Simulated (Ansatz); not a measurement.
SnS2 (CdI2 type)

```cif
data_S2Sn
_chemical_formula_sum 'Sn1 S2'
_space_group_name_H-M_alt 'P 1'
_space_group_IT_number 1
_cell_length_a 3.62607
_cell_length_b 3.62607
_cell_length_c 5.57286
_cell_angle_alpha 90.000
_cell_angle_beta 90.000
_cell_angle_gamma 120.000
loop_
_space_group_symop_operation_xyz
  'x, y, z'
loop_
_atom_site_label
_atom_site_type_symbol
_atom_site_fract_x
_atom_site_fract_y
_atom_site_fract_z
_atom_site_occupancy
Sn1 Sn 0.00000 0.00000 0.00000 1
S1 S 0.33333 0.66667 0.26445 1
S2 S 0.66667 0.33333 0.73555 1
```

Equation-of-state scan: isotropic scaling of the cell above, V₀ being its volume. The atoms relax within the cell's symmetry.

Method: PBEsol-D3(BJ) (plane waves to 420 eV, PAW, scalar-relativistic; Ansatz, a first-principles code). k mesh 11×11×6 (Γ-centred), Fermi-Dirac smearing 0.05 eV. Energies are smeared free energies. With the shape held, the modulus is that of even scaling; a crystal free to change shape is softer. SnS2 was relaxed with its symmetry unable to fall. The zero of ΔE is the relaxed starting cell.

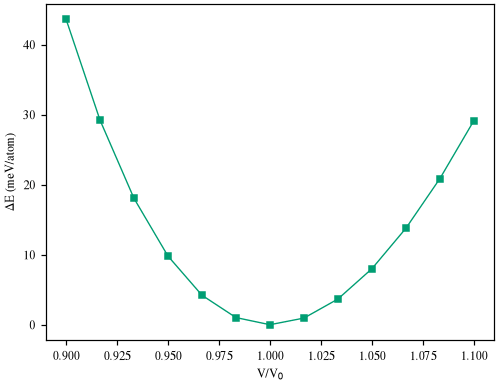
Figure: ΔE (meV/atom) against V/V₀; computed points joined by lines.

**Question.** What is ΔE at V/V₀ = 0.900?

**Answer.** About 44 meV/atom.

**Question.** What is ΔE at V/V₀ = 1.100?

**Answer.** About 29 meV/atom.

**Question.** What bulk modulus at fixed cell shape B₀ follows from a third-order Birch-Murnaghan fit?

**Answer.** About 53 GPa.

(A scan under strain: stresses follow from slopes of the energy per volume, elastic moduli from its curvatures.)
